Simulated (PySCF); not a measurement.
# [WO3(OH)]−: forces at shaken geometries

Aim: move all atoms of relaxed [WO3(OH)]− at random and read energies and forces. The species was built from a template and needn't be a known compound.

The runs use PySCF 2.14.0; TPSS, W def2-SVP with ECP60, O def2-SVP, H def2-SVP; scalar-relativistic core potentials, no spin–orbit coupling.

4 further runs of the same task are left out: 2 for a known fault of the program, 1 that didn't finish, 1 set aside as unsound or not needed.

## Step 1: Where the work starts

6 atoms, charge -1, spin multiplicity 1.

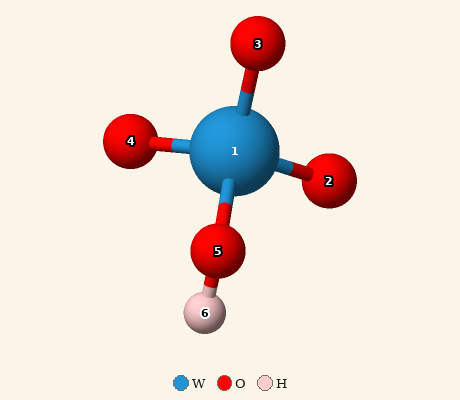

The structure; tungsten blue, oxygen red, hydrogen pink; atoms are numbered from 1 in the order of the file.

As a file:

```xyz
6
HO4W
W     0.0000   -0.0220   -0.0443
O     1.4380    0.0203   -1.0752
O     0.0000    1.3558    1.0643
O    -1.4380    0.0203   -1.0752
O     0.0000   -1.6852    1.0067
H     0.0000   -2.4943    0.4652
```

Formal oxidation states: W +6. An earlier session relaxed this geometry at TPSS, W def2-SVP with ECP60, O def2-SVP, H def2-SVP (singlet, point group Cs).

Its energy there is -368.682121 Eh.

## Step 2: Atoms moved at random, σ = 0.15 Å

The input, run.py (the lines that set the calculation):

```python
mol = gto.M(atom='''
W      0.04283     0.14919    -0.29918
O      1.40211    -0.17637    -1.09861
O      0.08873     1.59930     1.20062
O     -1.59530    -0.28986    -1.08602
O      0.13658    -1.60703     1.17788
H     -0.07495    -2.48045     0.44681''',
    basis={'W': 'def2-SVP', 'O': 'def2-SVP', 'H': 'def2-SVP'},
    ecp={'W': 'def2-SVP'},
    charge=-1, spin=0)
mf = dft.RKS(mol, xc='TPSS')
mf.grids.atom_grid = (50, 194)
mf = mf.density_fit()  # fitting sets: W def2-universal-JKFIT, O def2-universal-JKFIT, H def2-universal-JKFIT
mf.conv_tol = 1e-08; mf.max_cycle = 55
mf.kernel(dm0)  # dm0: the density of the relaxed state
```

On the command line:

```
$ OMP_NUM_THREADS=2 python run.py
```

Log:

```text
init E= -368.183618997549
  HOMO = -0.24119816825492  LUMO = -0.159057561190322  gap/eV = 2.23516
cycle= 1 E= -368.354638328118  delta_E= -0.171  |g|= 0.903  |ddm|= 1.92
  HOMO = 0.0448464800770746  LUMO = 0.132830893288308  gap/eV = 2.39418
cycle= 2 E= -367.616892620468  delta_E= 0.738  |g|= 1.95  |ddm|= 2.29
  HOMO = 0.0252938389401507  LUMO = 0.0760985406037378  gap/eV = 1.38247
cycle= 3 E= -368.365019272176  delta_E= -0.748  |g|= 0.873  |ddm|= 1.87
  HOMO = -0.0469280334115566  LUMO = 0.0678034338053558  gap/eV = 3.12200
cycle= 4 E= -368.465321216027  delta_E= -0.1  |g|= 0.531  |ddm|= 0.982
  HOMO = -0.0311587834871681  LUMO = 0.0510352084496958  gap/eV = 2.23661
cycle= 5 E= -368.525775425259  delta_E= -0.0605  |g|= 0.172  |ddm|= 0.54
  HOMO = -0.0243499777431104  LUMO = 0.0610111466008681  gap/eV = 2.32279
cycle= 6 E= -368.532024227935  delta_E= -0.00625  |g|= 0.0576  |ddm|= 0.14
  HOMO = -0.0277396215088501  LUMO = 0.0586764733668787  gap/eV = 2.35150
cycle= 7 E= -368.53197299838  delta_E= 5.12e-05  |g|= 0.0623  |ddm|= 0.0723
  HOMO = -0.0276882187551415  LUMO = 0.0591750620737759  gap/eV = 2.36367
cycle= 8 E= -368.532737966886  delta_E= -0.000765  |g|= 0.0156  |ddm|= 0.0421
  HOMO = -0.0277030772810249  LUMO = 0.0591833721047383  gap/eV = 2.36430
cycle= 9 E= -368.532774554862  delta_E= -3.66e-05  |g|= 0.00944  |ddm|= 0.0112
  HOMO = -0.0279594587985414  LUMO = 0.0593299320558503  gap/eV = 2.37527
cycle= 10 E= -368.532794198431  delta_E= -1.96e-05  |g|= 0.00202  |ddm|= 0.00629
  HOMO = -0.0280557388260085  LUMO = 0.0593544036036987  gap/eV = 2.37855
cycle= 11 E= -368.532795129046  delta_E= -9.31e-07  |g|= 0.000332  |ddm|= 0.0018
  HOMO = -0.0280467763088268  LUMO = 0.0593545615105287  gap/eV = 2.37831
cycle= 12 E= -368.532795154227  delta_E= -2.52e-08  |g|= 9.46e-05  |ddm|= 0.000216
  HOMO = -0.0280435753596215  LUMO = 0.0593536384058267  gap/eV = 2.37820
cycle= 13 E= -368.532795156344  delta_E= -2.12e-09  |g|= 1.47e-05  |ddm|= 6.56e-05
  HOMO = -0.0280387249660343  LUMO = 0.0593530908933253  gap/eV = 2.37805
Extra cycle  E= -368.532795154303  delta_E= 2.04e-09  |g|= 9.55e-05  |ddm|= 8.04e-05
converged SCF energy = -368.532795154303
```

Run time: 4.9 s. Hardware: 2 threads of Arm Neoverse V1, shared host.

It gives: E = -368.532795 Eh (+4.063 eV from the relaxed state), HOMO -0.76 eV, LUMO 1.62 eV, Mulliken charge on W1 +0.71 e, largest force component 11.990 eV/Å. 

| atom | Fx | Fy | Fz (eV/Å) |
| --- | --- | --- | --- |
| W1 | -10.878 | 1.576 | 11.990 |
| O2 | 7.730 | -1.366 | -5.475 |
| O3 | 0.050 | -3.875 | -4.972 |
| O4 | 3.217 | 1.119 | 0.565 |
| O5 | -0.940 | -0.995 | -4.951 |
| H6 | 0.821 | 3.540 | 2.843 |

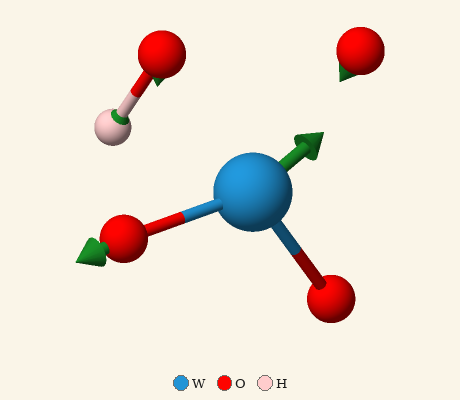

Forces as arrows, the longest for the largest force.

## Step 3: Atoms moved at random, σ = 0.03 Å

The input, run.py (the lines that set the calculation):

```python
mol = gto.M(atom='''
W      0.01610     0.01957    -0.01450
O      1.49207    -0.00411    -1.10936
O     -0.04473     1.34246     1.09514
O     -1.46350     0.01907    -1.09907
O      0.00102    -1.69068     1.03517
H     -0.00096    -2.49153     0.43411''',
    basis={'W': 'def2-SVP', 'O': 'def2-SVP', 'H': 'def2-SVP'},
    ecp={'W': 'def2-SVP'},
    charge=-1, spin=0)
mf = dft.RKS(mol, xc='TPSS')
mf.grids.atom_grid = (50, 194)
mf = mf.density_fit()  # fitting sets: W def2-universal-JKFIT, O def2-universal-JKFIT, H def2-universal-JKFIT
mf.conv_tol = 1e-08; mf.max_cycle = 55
mf.kernel(dm0)  # dm0: the density of the relaxed state
```

On the command line:

```
$ OMP_NUM_THREADS=2 python run.py
```

Log:

```text
init E= -368.627810481978
  HOMO = -0.0685129335608307  LUMO = 0.102319104940258  gap/eV = 4.64858
cycle= 1 E= -368.661059311738  delta_E= -0.0332  |g|= 0.22  |ddm|= 0.345
  HOMO = -0.00605329267748189  LUMO = 0.130174628758832  gap/eV = 3.70695
cycle= 2 E= -368.516235301864  delta_E= 0.145  |g|= 0.851  |ddm|= 0.773
  HOMO = -0.0399522527498341  LUMO = 0.130046432297807  gap/eV = 4.62590
cycle= 3 E= -368.667534704907  delta_E= -0.151  |g|= 0.142  |ddm|= 0.612
  HOMO = -0.037654870359535  LUMO = 0.124683289856384  gap/eV = 4.41745
cycle= 4 E= -368.670921829203  delta_E= -0.00339  |g|= 0.0683  |ddm|= 0.143
  HOMO = -0.0411457108850019  LUMO = 0.124084380188231  gap/eV = 4.49614
cycle= 5 E= -368.671834103719  delta_E= -0.000912  |g|= 0.00964  |ddm|= 0.0444
  HOMO = -0.0411027322795721  LUMO = 0.124671385821786  gap/eV = 4.51094
cycle= 6 E= -368.671814024608  delta_E= 2.01e-05  |g|= 0.0138  |ddm|= 0.0155
  HOMO = -0.0408418383099057  LUMO = 0.124720608361957  gap/eV = 4.50518
cycle= 7 E= -368.671854427533  delta_E= -4.04e-05  |g|= 0.00165  |ddm|= 0.0101
  HOMO = -0.0409102454921691  LUMO = 0.124660565013676  gap/eV = 4.50541
cycle= 8 E= -368.671854834219  delta_E= -4.07e-07  |g|= 0.000813  |ddm|= 0.00133
  HOMO = -0.0409319069001096  LUMO = 0.124641885098275  gap/eV = 4.50549
cycle= 9 E= -368.671854968113  delta_E= -1.34e-07  |g|= 0.000238  |ddm|= 0.000669
  HOMO = -0.040915718086521  LUMO = 0.124656115797746  gap/eV = 4.50544
cycle= 10 E= -368.671854981276  delta_E= -1.32e-08  |g|= 1.9e-05  |ddm|= 0.0002
  HOMO = -0.040915459627377  LUMO = 0.124656423267586  gap/eV = 4.50544
cycle= 11 E= -368.671854981349  delta_E= -7.25e-11  |g|= 4.17e-06  |ddm|= 1.4e-05
  HOMO = -0.0409159528734989  LUMO = 0.124657133829908  gap/eV = 4.50547
Extra cycle  E= -368.671854981289  delta_E= 5.95e-11  |g|= 1.8e-05  |ddm|= 1.6e-05
converged SCF energy = -368.671854981289
```

Run time: 4.6 s. Hardware: 2 threads of Arm Neoverse V1, shared host.

Result: E = -368.671855 Eh (+0.279 eV from the relaxed state), HOMO -1.11 eV, LUMO 3.39 eV, Mulliken charge on W1 +0.81 e, largest force component 3.963 eV/Å. 

| atom | Fx | Fy | Fz (eV/Å) |
| --- | --- | --- | --- |
| W1 | -0.304 | -2.762 | -3.963 |
| O2 | -1.875 | 0.336 | 1.720 |
| O3 | 0.153 | 1.401 | 0.987 |
| O4 | 2.004 | 0.126 | 1.627 |
| O5 | 0.009 | -0.097 | -1.032 |
| H6 | 0.014 | 0.997 | 0.661 |

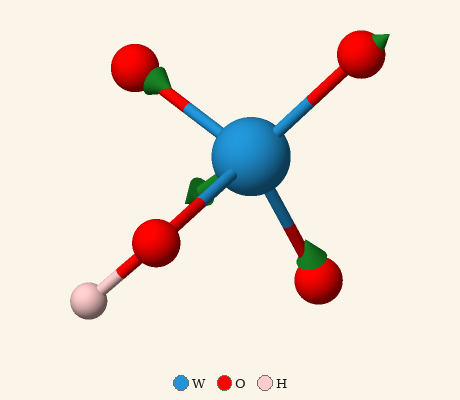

Forces as arrows, the longest for the largest force.

## Step 4: Atoms moved at random, σ = 0.03 Å

The input, run.py (the lines that set the calculation):

```python
mol = gto.M(atom='''
W      0.01191     0.00363    -0.08617
O      1.39856    -0.00906    -1.08273
O     -0.02880     1.37561     1.09103
O     -1.39669    -0.00865    -1.15574
O     -0.00043    -1.70235     1.05435
H      0.01546    -2.46441     0.52076''',
    basis={'W': 'def2-SVP', 'O': 'def2-SVP', 'H': 'def2-SVP'},
    ecp={'W': 'def2-SVP'},
    charge=-1, spin=0)
mf = dft.RKS(mol, xc='TPSS')
mf.grids.atom_grid = (50, 194)
mf = mf.density_fit()  # fitting sets: W def2-universal-JKFIT, O def2-universal-JKFIT, H def2-universal-JKFIT
mf.conv_tol = 1e-08; mf.max_cycle = 55
mf.kernel(dm0)  # dm0: the density of the relaxed state
```

On the command line:

```
$ OMP_NUM_THREADS=2 python run.py
```

Log:

```text
init E= -368.675620402472
  HOMO = -0.04743148703718  LUMO = 0.129211311314965  gap/eV = 4.80670
cycle= 1 E= -368.661873184431  delta_E= 0.0137  |g|= 0.217  |ddm|= 0.356
  HOMO = -0.014047559381846  LUMO = 0.135804207516674  gap/eV = 4.07767
cycle= 2 E= -368.510353470929  delta_E= 0.152  |g|= 0.875  |ddm|= 0.782
  HOMO = -0.0476049965739845  LUMO = 0.133482325155723  gap/eV = 4.92764
cycle= 3 E= -368.667893558298  delta_E= -0.158  |g|= 0.145  |ddm|= 0.621
  HOMO = -0.0442493216481032  LUMO = 0.130961643681594  gap/eV = 4.76773
cycle= 4 E= -368.671693408371  delta_E= -0.0038  |g|= 0.056  |ddm|= 0.136
  HOMO = -0.0460767575605433  LUMO = 0.131100862523261  gap/eV = 4.82125
cycle= 5 E= -368.67230105352  delta_E= -0.000608  |g|= 0.0118  |ddm|= 0.0384
  HOMO = -0.0464843255132154  LUMO = 0.131414324058537  gap/eV = 4.84087
cycle= 6 E= -368.672300753775  delta_E= 3e-07  |g|= 0.0119  |ddm|= 0.0153
  HOMO = -0.0461630425244939  LUMO = 0.131344124903645  gap/eV = 4.83022
cycle= 7 E= -368.672329184253  delta_E= -2.84e-05  |g|= 0.0023  |ddm|= 0.00877
  HOMO = -0.0461669079942548  LUMO = 0.131351288542392  gap/eV = 4.83052
cycle= 8 E= -368.672330120799  delta_E= -9.37e-07  |g|= 0.000662  |ddm|= 0.00191
  HOMO = -0.0462027732469226  LUMO = 0.131330449442505  gap/eV = 4.83093
cycle= 9 E= -368.67233022052  delta_E= -9.97e-08  |g|= 0.000123  |ddm|= 0.000576
  HOMO = -0.0461926716541927  LUMO = 0.131340678294516  gap/eV = 4.83093
cycle= 10 E= -368.672330224016  delta_E= -3.5e-09  |g|= 1.15e-05  |ddm|= 0.000118
  HOMO = -0.0461957779901586  LUMO = 0.13133955053213  gap/eV = 4.83098
Extra cycle  E= -368.672330223917  delta_E= 9.91e-11  |g|= 2.59e-05  |ddm|= 2.62e-05
converged SCF energy = -368.672330223917
```

It took 4.4 s on 2 threads of Arm Neoverse V1, shared host.

Read off: E = -368.672330 Eh (+0.266 eV from the relaxed state), HOMO -1.26 eV, LUMO 3.57 eV, Mulliken charge on W1 +0.81 e, largest force component 3.673 eV/Å. 

| atom | Fx | Fy | Fz (eV/Å) |
| --- | --- | --- | --- |
| W1 | -2.706 | -0.722 | 3.673 |
| O2 | 2.562 | 0.236 | -1.630 |
| O3 | 0.166 | -0.844 | -1.175 |
| O4 | -0.053 | 0.139 | 0.044 |
| O5 | -0.014 | 3.248 | 0.509 |
| H6 | 0.045 | -2.056 | -1.421 |

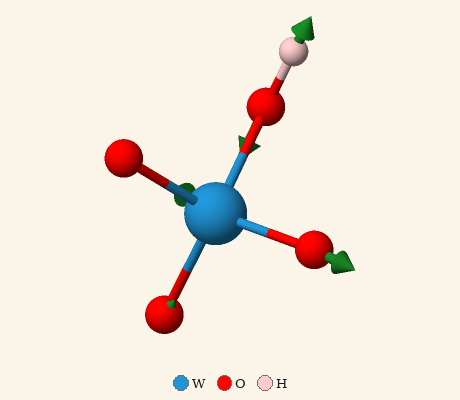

Forces as arrows, the longest for the largest force.

## Step 5: Results

| σ (Å) | energy rise (eV) | harmonic estimate −½ F·u (eV) | largest force component (eV/Å) |
| --- | --- | --- | --- |
| 0.15 | 4.063 | 3.364 | 11.99 |
| 0.03 | 0.279 | 0.269 | 3.96 |
| 0.03 | 0.266 | 0.267 | 3.67 |

Every displacement raises the energy. For a harmonic well the rise equals −½ F·u; the two differ by at most 17 % here (a move with σ = 0.15 Å), from anharmonicity, the grid and the small forces left at the relaxed point. These are double-zeta-type bases without diffuse functions. Spin–orbit coupling is left out.
